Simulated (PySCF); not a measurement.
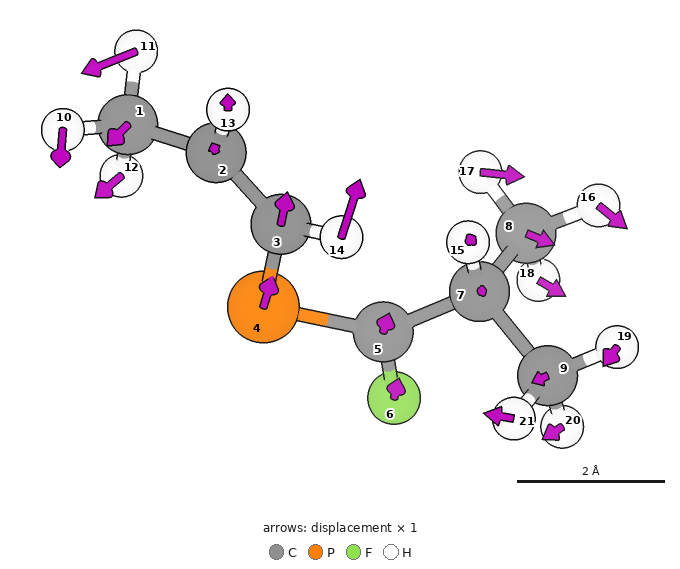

This is a relaxation of C$_{7}$H$_{12}$FP. The starting structure is drawn; purple arrows show the displacements, at their true length. The two geometries are superimposed by the best rigid fit.

Style: ball-and-stick. Shown from a free direction.

The start comes from GFN2-xTB. Its atoms were then displaced at random by about 0.01 Å.

These are results of PBE0-D3(BJ)/def2-SVP geometry optimisation, gas phase (PySCF), not measurements. 

**Describe the change and its energy.**

The largest move after the best rigid fit is that of H14, 1.03 Å. By element the largest moves are H 1.03 Å, P 0.57 Å, C 0.57 Å, F 0.37 Å. Some distances before and after: C1–H11 1.066 → 1.103 Å, P4–C5 1.719 → 1.692 Å, C1–C2 1.512 → 1.491 Å, C1–H10 1.084 → 1.103 Å. Bond angles that change, for instance: C2–C1–H12 108.7° → 112.6°, H10–C1–H11 110.0° → 106.4°, C3–P4–C5 100.5° → 102.8°. Groups turn about C3–P4 by about 30°. The energy falls by 0.175 eV in 9 geometry steps. The run took 3.3 min on 1 thread of Arm Neoverse V1, on a shared host.
